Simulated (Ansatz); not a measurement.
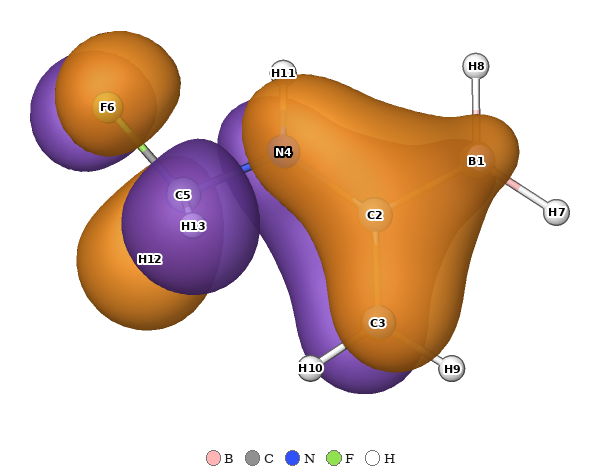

Figure. C3H7BFN. The HOMO−1 at ±0.08 Å⁻³ᐟ² (orange and purple are the two phases), seen at a tilt.

All numbers below come from RKS B3LYP-D4/6-31G in Ansatz.

Input file:

```
crystal:
  periodic: [false, false, false]
  atoms:
    - { symbol: B, position_ang: [-0.0529, -2.1874, -0.2789] }
    - { symbol: C, position_ang: [0.1871, -0.6433, 0.0645] }
    - { symbol: C, position_ang: [1.2224, -0.3429, 0.8073] }
    - { symbol: "N", position_ang: [-0.6252, 0.3871, -0.438] }
    - { symbol: C, position_ang: [-0.5308, 1.7968, -0.1894] }
    - { symbol: F, position_ang: [-1.5461, 2.5327, -0.7884] }
    - { symbol: H, position_ang: [0.6327, -3.0029, 0.1047] }
    - { symbol: H, position_ang: [-0.9973, -2.407, -0.9631] }
    - { symbol: H, position_ang: [1.9194, -1.1041, 1.2317] }
    - { symbol: H, position_ang: [1.4985, 0.6753, 1.1153] }
    - { symbol: H, position_ang: [-1.5245, 0.0834, -0.9991] }
    - { symbol: H, position_ang: [-0.5566, 2.0012, 0.9383] }
    - { symbol: H, position_ang: [0.3937, 2.1762, -0.5899] }
basis:
  gaussian: { orbitals: "6-31G" }
hamiltonian:
  xc: b3lyp
  dispersion: d4
relax:
  f_tol: 0.02
  max_steps: 40
output:
  orbitals: {}
```

Command:

```sh
ansatz run input.yaml --threads 1 --pin off --max-ram 2048MiB --backend cpu --events-out ev --progress --plain --runs-dir out
```

The fields are those of the relaxed geometry.

Q: Describe this orbital and give its energy.

A: Its weight (Hirshfeld) is mainly on C2 (about 25 %), F6 (about 20 %), N4 (about 15 %), C5 (about 10 %), C3 (about 10 %), H12 (about 5 %) and H13 (about 5 %). Its energy is −8.96 eV.
